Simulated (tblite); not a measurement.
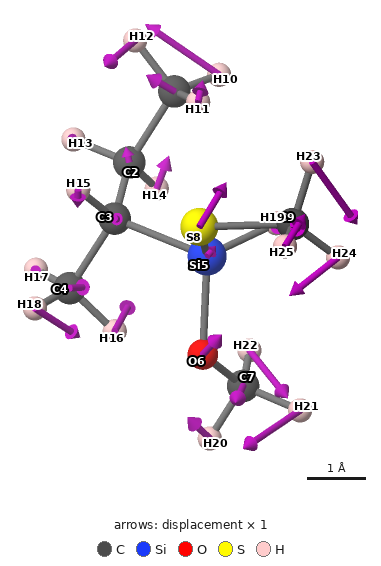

A relaxation of C6H16OSSi. The starting structure is drawn; purple arrows show the displacements, at their true length. The two geometries are superimposed by the best rigid fit.

The picture is a ball-and-stick view, seen from a free direction.

These are results of GFN2-xTB geometry optimisation, gas phase (tblite), not measurements. 

> Which element moves most?

Hydrogen: up to 1.70 Å, against 1.00 Å for sulfur.

> Describe the change and its energy.

The energy falls by 26.0 kcal/mol in 239 geometry steps. The largest move after the best rigid fit is that of an H atom, 1.70 Å. Largest moves by element: H 1.70 Å, S 1.00 Å, C 0.87 Å, O 0.66 Å, Si 0.28 Å. Near-neighbour distances that change, for instance: O–Si 1.707 → 1.625 Å, C–C 1.481 → 1.531 Å, C–H 1.135 → 1.085 Å, C–O 1.369 → 1.398 Å. Among the angles between lasting bonds that change: Si–O–C 114.3° → 130.4°, Si–S–C 111.9° → 101.3°, C–Si–O 106.7° → 115.1°. Groups turn about C–O by about 75°, C–C by about 50°, S–Si by about 40°.
